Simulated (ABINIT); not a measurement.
# Quasiparticle gap of CdS (Hawleyite) in ABINIT

Aim: the G0W0 gap of CdS (Hawleyite) on PBE, step by step.

Method: PBE and many-body steps on it, plane waves, in ABINIT 10.8.3.

**Experimental background.**

- Gap 2.42 eV: optical gap from inflexion point of photoacoustic spectrum, as-grown film; photoacoustic spectroscopy; film (as-grown chemical bath deposited film, about 0.25 um thick, deposited at 80 C) (“Study of the band--gap shift in CdS films: Influence of thermal annealing in different atmospheres”, 1995, arxiv:cond-mat/9501125).

### 1. Starting point

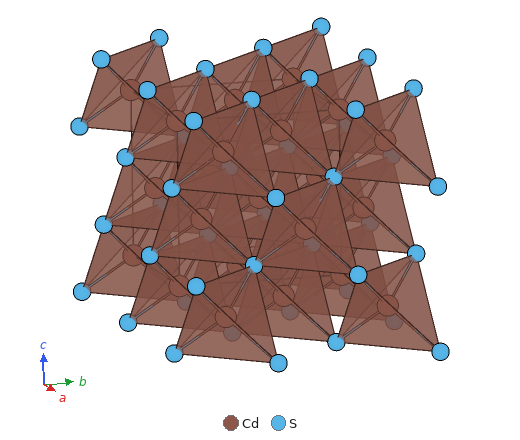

The starting structure, seen slightly off an axis (cadmium brown, sulfur blue). 2×1×1 cells are drawn. This picture shows the conventional cell, with its axes. Some periodic images of atoms are drawn too.

The cell and positions come from the Crystallography Open Database and are kept as given unless a step says otherwise.

### 2. Ground state

This step: ABINIT 10.8.3; DFT, PBE, plane waves, norm-conserving pseudopotentials.

The ground-state density comes first.

run.abi

```
acell 3*1.0 Angstrom
rprim 
  -0.000000000000 2.916500000000 2.916500000000
  2.916500000000 0.000000000000 2.916500000000
  2.916500000000 2.916500000000 -0.000000000000
ntypat 2
znucl 48 16
natom 2
typat 1 2
xred 
  0.000000000000 0.000000000000 0.000000000000
  0.250000000000 0.250000000000 0.250000000000
pp_dirpath "pseudos"
pseudos "Cd.upf, S.upf"
ecut 47
ngkpt 6 6 6
nshiftk 1
shiftk 0 0 0
kptopt 1
chksymbreak 0
nband 18
occopt 1
tolvrs 1e-10
nstep 60
prtwf 0
optforces 0
optstress 0
indata_prefix "in"
outdata_prefix "out"
tmpdata_prefix "tmp"
```

Run with:

```console
$ OMP_NUM_THREADS=1 mpirun -n 4 abinit run.abi > log
```

Numbers of over 12 decimals in the logs are rounded to 6 here.

Log:

```text
.Version 10.8.3 of ABINIT. v10.8.2 released Aug 2026.

 Symmetries : space group F-4 3 m (#216); Bravais cF (face-center cubic)
================================================================================
 Values of the parameters that define the memory need of the present run
     intxc =       0    ionmov =       0      iscf =       7    lmnmax =       6
     lnmax =       6     mgfft =      50  mpssoang =       3    mqgrid =    3001
     natom =       2  nloc_mem =       1    nspden =       1   nspinor =       1
    nsppol =       1      nsym =      24    n1xccc =    2501    ntypat =       2
    occopt =       1   xclevel =       2
-    mband =          18        mffmem =           1         mkmem =           4
       mpw =        5188          nfft =      125000          nkpt =          16
================================================================================
  Rough estimation (10% accuracy) of disk space for files :
================================================================================

--------------------------------------------------------------------------------
------------- Echo of variables that govern the present computation ------------
--------------------------------------------------------------------------------
 -outvars: echo values of preprocessed input variables --------
            acell      1.8897261259E+00  1.8897261259E+00  1.8897261259E+00 Bohr

      chksymbreak           0
             ecut      4.70000000E+01 Hartree
-          fftalg         312

              ixc     -101130
              kpt      0.00000000E+00  0.00000000E+00  0.00000000E+00
                       1.66666667E-01  0.00000000E+00  0.00000000E+00
                       3.33333333E-01  0.00000000E+00  0.00000000E+00
                       5.00000000E-01  0.00000000E+00  0.00000000E+00
                       1.66666667E-01  1.66666667E-01  0.00000000E+00
                       3.33333333E-01  1.66666667E-01  0.00000000E+00
                       5.00000000E-01  1.66666667E-01  0.00000000E+00
                      -3.33333333E-01  1.66666667E-01  0.00000000E+00
                      -1.66666667E-01  1.66666667E-01  0.00000000E+00
   [... 5 further rows ...]
                      -3.33333333E-01  3.33333333E-01  1.66666667E-01
                      -3.33333333E-01  5.00000000E-01  1.66666667E-01
         kptrlatt        6    0    0      0    6    0      0    0    6
          kptrlen      4.67656631E+01
P           mkmem           4
            natom           2
            nband          18
            ngfft          50      50      50
             nkpt          16
            nstep          60
             nsym          24
           ntypat           2
              occ      2.000000  2.000000  2.000000  2.000000  2.000000  2.000000
                       2.000000  2.000000  2.000000  2.000000  2.000000  2.000000
                       2.000000  0.000000  0.000000  0.000000  0.000000  0.000000
        optforces           0
        optstress           0
            prtwf           0
            rprim     -0.0000000000E+00  2.9165000000E+00  2.9165000000E+00
[...]
spgroup         216

           tolvrs      1.00000000E-10

             xred      0.0000000000E+00  0.0000000000E+00  0.0000000000E+00
[...]
znucl       48.00000   16.00000

================================================================================

 chkinp: Checking input parameters for consistency.

================================================================================
== DATASET  1 ==================================================================
-   mpi_nproc: 4, omp_nthreads: 1 (-1 if OMP is not activated)

--- !DatasetInfo
iteration_state: {dtset: 1, }
dimensions: {natom: 2, nkpt: 16, mband: 18, nsppol: 1, nspinor: 1, nspden: 1, mpw: 5188, }
cutoff_energies: {ecut:  47.0, pawecutdg:  -1.0, }
electrons: {nelect:   2.60000000E+01, charge:   0.00000000E+00, occopt:   1.00000000E+00, tsmear:   1.00000000E-02, }

 Real(R)+Recip(G) space primitive vectors, cartesian coordinates (Bohr,Bohr^-1):
 R(1)=  0.0000000  5.5113862  5.5113862  G(1)= -0.0907213  0.0907213  0.0907213
 R(2)=  5.5113862  0.0000000  5.5113862  G(2)=  0.0907213 -0.0907213  0.0907213
 R(3)=  5.5113862  5.5113862  0.0000000  G(3)=  0.0907213  0.0907213 -0.0907213
 Unit cell volume ucvol=  3.3482088E+02 bohr^3
 Angles (23,13,12)=  6.00000000E+01  6.00000000E+01  6.00000000E+01 degrees

 getcut: wavevector=  0.0000  0.0000  0.0000  ngfft=  50  50  50
         ecut(hartree)=     47.000   => boxcut(ratio)=   2.07948

--- Pseudopotential description ------------------------------------------------
- Cd Generated using ONCVPSP code by D. R. Hamann
- 48.00000  20.00000  171031                  znucl, zion, pspdat
12 -101130 2 -1 1368                          pspcod,pspxc,lmax,lloc,mmax
     nproj     2     2     2
  pspatm : epsatm=   23.16453630
         --- l  ekb(1:nproj) -->
[...]
pspatm: atomic psp has been read  and splines computed

- S Generated using ONCVPSP code by D. R. Hamann
- 16.00000   6.00000  171031                  znucl, zion, pspdat
12 -101130 2 -1 1146                          pspcod,pspxc,lmax,lloc,mmax
     nproj     2     2     2
  pspatm : epsatm=    9.01821529
         --- l  ekb(1:nproj) -->
[...]
2   -3.547662   -0.986524
 pspatm: atomic psp has been read  and splines computed

   8.36751541E+02                                ecore*ucvol(ha*bohr**3)
--------------------------------------------------------------------------------

_setup2: Arith. and geom. avg. npw (full set) are    5151.458    5151.430

================================================================================

--- !BeginCycle
iteration_state: {dtset: 1, }
solver: {iscf: 7, nstep: 60, nline: 4, wfoptalg: 0, }
tolerances: {tolvrs: 1.00E-10, }

     iter   Etot(hartree)      deltaE(h)  residm     vres2
 ETOT  1  -184.58109602512    -1.846E+02 2.197E+00 4.390E+03
 ETOT  2  -185.65086711536    -1.070E+00 3.839E-02 6.972E+03
 ETOT  3  -186.34144421193    -6.906E-01 5.803E-03 7.723E+02
 ETOT  4  -186.39720509171    -5.576E-02 2.096E-03 2.072E+02
 ETOT  5  -186.41732805768    -2.012E-02 6.205E-04 2.343E+00
 ETOT  6  -186.41755963703    -2.316E-04 2.448E-04 2.511E-02
 ETOT  7  -186.41756130017    -1.663E-06 3.384E-05 9.705E-03
 ETOT  8  -186.41756155447    -2.543E-07 3.870E-05 7.709E-03
 ETOT  9  -186.41756237534    -8.209E-07 1.732E-05 2.003E-05
 ETOT 10  -186.41756237783    -2.486E-09 4.463E-05 2.764E-07
 ETOT 11  -186.41756237784    -1.558E-11 2.006E-05 1.060E-08
 ETOT 12  -186.41756237784    -1.478E-12 4.702E-05 7.445E-10
 ETOT 13  -186.41756237785    -2.160E-12 2.139E-05 4.140E-11

 At SCF step   13       vres2   =  4.14E-11 < tolvrs=  1.00E-10 =>converged.

--- !ResultsGS
iteration_state: {dtset: 1, }
comment   : Summary of ground state results
lattice_vectors:
- [ -0.0000000,   5.5113862,   5.5113862, ]
- [  5.5113862,   0.0000000,   5.5113862, ]
- [  5.5113862,   5.5113862,  -0.0000000, ]
lattice_lengths: [   7.79428,    7.79428,    7.79428, ]
lattice_angles: [ 60.000,  60.000,  60.000, ] # degrees, (23, 13, 12)
lattice_volume:   3.3482088E+02
convergence: {deltae: -2.160E-12, res2:  4.140E-11, residm:  2.139E-05, diffor:  0.000E+00, }
etotal    :  -1.86417562E+02
entropy   :   0.00000000E+00
fermie    :   1.60449132E-01
cartesian_stress_tensor: null
pressure_GPa: null
xred      :
- [  0.0000E+00,   0.0000E+00,   0.0000E+00, Cd]
- [  2.5000E-01,   2.5000E-01,   2.5000E-01,  S]
cartesian_forces: null
force_length_stats: {min: null, max: null, mean: null, }

 Integrated electronic density in atomic spheres:
 ------------------------------------------------
 Atom  Sphere_radius  Integrated_density
    1        2.00000         17.17000095
    2        2.00000          3.93308081
================================================================================

 ----iterations are completed or convergence reached----

 Mean square residual over all n,k,spin=   83.764E-09; max=  21.389E-06
 reduced coordinates (array xred) for    2 atoms
       0.000000000000      0.000000000000      0.000000000000
       0.250000000000      0.250000000000      0.250000000000
 rms dE/dt=  0.0000E+00; max dE/dt=  0.0000E+00; dE/dt below (all hartree)
    1       0.000000000000      0.000000000000      0.000000000000
    2       0.000000000000      0.000000000000      0.000000000000

 cartesian coordinates (angstrom) at end:
    1      0.000000     0.000000     0.000000
    2      1.458250     1.458250     1.458250
 length scales=  1.889726125908  1.889726125908  1.889726125908 bohr
              =  1.000000000000  1.000000000000  1.000000000000 angstroms
 prteigrs : about to open file out_EIG
 Fermi (or HOMO) energy (hartree) =   0.16045   Average Vxc (hartree)=  -0.34390
 Eigenvalues (hartree) for nkpt=  16  k points:
 kpt#   1, nband= 18, wtk=  0.00463, kpt=  0.0000  0.0000  0.0000 (reduced coord)
  -3.56438   -2.13350   -2.13350   -2.13350   -0.29393   -0.12336   -0.12336   -0.12336
  -0.10576   -0.10576    0.16045    0.16045    0.16045    0.20252    0.40047    0.40047
   0.40047    0.58082
 prteigrs : prtvol=0 or 1, do not print more k-points.

--- !EnergyTerms
iteration_state     : {dtset: 1, }
comment             : Components of total free energy in Hartree
kinetic             :  6.53961700220401E+01
hartree             :  6.51752441479133E+01
xc                  : -2.74241571192247E+01
Ewald energy        : -9.94062291781547E+01
psp_core            :  2.49910199437371E+00
local_psp           : -1.98406412410882E+02
non_local_psp       :  5.74872016608814E+00
total_energy        : -1.86417562377846E+02
total_energy_eV     : -5.07268029289782E+03
band_energy         : -2.10662569605561E+01

== END DATASET(S) ==============================================================
================================================================================

 -outvars: echo values of variables after computation  --------
           etotal     -1.8641756238E+02
            nband          18
             nkpt          16
          spgroup         216
 [... the other variables as echoed above ...]

 Calculation completed.
```

Wall time 65 s (4 MPI ranks of Intel Xeon at 2.80GHz (Skylake/Cascade Lake), shared host); peak memory 0.39 GiB; 3.6 min of CPU time.

Numbers from this step:

```
total energy               : -5072.6803 eV
gap                        : 1.145 eV
k of the valence top       : 0, 0, 0
k of the conduction bottom : 0, 0, 0
least direct gap           : 1.145 eV
```

The gap is direct, at Γ.

(Part 1 of 3 ends here.)

[Paths, hosts, dates, memory and timing lines, banners, echoed tables and standing remarks are left out of the program output.]

[Logs are printed without paths, hosts, clocks, repeated set-up lines and the standing remarks that a program may print on its own settings, such as how far it seeks lower states.]

[Runs of the session that timed out or met a known fault of the program may be left out.]

[Hosts, paths, dates, database ids (printed as entryN), source tags and the programs' standing remarks are cut or masked in the printed files.]

[G0W0 gaps are taken among the corrected bands and points alone; a level outside them can change the order at an edge.]

[Where Ansatz stands beside ABINIT at settings called matched, ABINIT's density can come from a denser mesh and the files from another edition; pairs whose starting gaps differed by over 0.03 eV were left out, so agreement reads better than it is.]
